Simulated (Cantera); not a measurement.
A closed system holds: 1 mol acetone, 2.9 mol CO2, equilibrated at 500 °C.

Equilibrium computed with Cantera from the NASA thermochemical tables; the gas is ideal and each condensed phase is pure. Candidate condensed phases: C, C6H6, C7H8, C8H18, H2O; 110 gas species. The feed counts by its element totals alone. The ideal-gas law is rough above about 30 bar. Kinetics and transport are ignored.

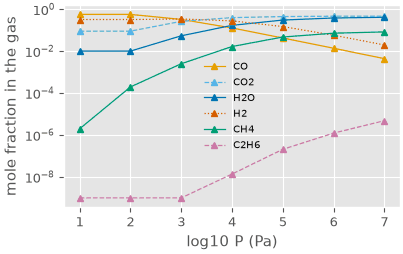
Figure: Equilibrium gas composition (values under 1e-9 drawn at 1e-9)

From 0.0750 Torr to 0.750 Torr nothing is condensed. From 7.50 Torr to 75000 Torr the condensed part is C(graphite). The main C-bearing gas is CO at 0.0750 Torr and CO2 at 75000 Torr.
